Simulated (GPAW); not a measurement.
MgMn2Al2O6 (P1) has these Al sites:
A. atom 3: 1 O at 1.75 Å, 1 O at 1.81 Å, 1 O at 1.83 Å and 1 O at 1.85 Å (distorted tetrahedral, site symmetry 1), then 1 Al at 2.89 Å and 1 Mg at 2.99 Å
B. atom 4: 1 O at 1.77 Å, 1 O at 1.80 Å and 2 O at 1.83 Å (distorted tetrahedral, site symmetry 1), then 1 Mg at 2.88 Å and 1 Al at 2.89 Å

Their Al K edges were computed (GPAW, PBE + U (Mn 4 eV), full core hole (charged cell), 11-atom cell with 5.0 Å between holes, 4×4×3 k points, dipole transitions, Gaussian full width 0.9 eV up to 4 eV, rising linearly to 3.5 eV at 25 eV) and are given in random order.

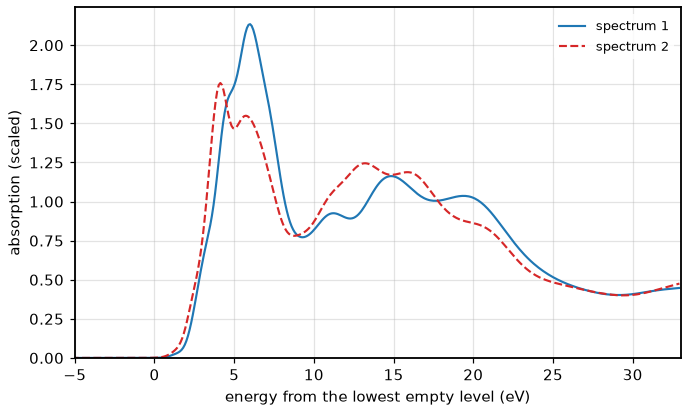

On one photon-energy scale, from the lowest onset; each scaled to a mean of 1 over its first 20 eV.

**Question.** Which spectrum belongs to which site?

Spectrum 1 is A (onset at +0.00 eV, maxima 6.0 eV (2.13) and 14.8 eV (1.16) above its own zero). Spectrum 2 is B (onset at +0.03 eV, maxima 4.1 eV (1.76), 5.7 eV (1.55) and 13.2 eV (1.24) above its own zero).

[Hosts, paths, dates, database ids (printed as entryN), source tags and the programs' standing remarks are cut or masked in the printed files.]

[Lists of maxima count a maximum above −3 eV only where it reaches 4 % of the highest in the window and stands out from its surroundings by 2 % of it (1.5 % where it reaches 55 %); shoulders and weaker maxima are passed over, and of the rest the first, up to two pre-edge ones and the few strongest are named.]
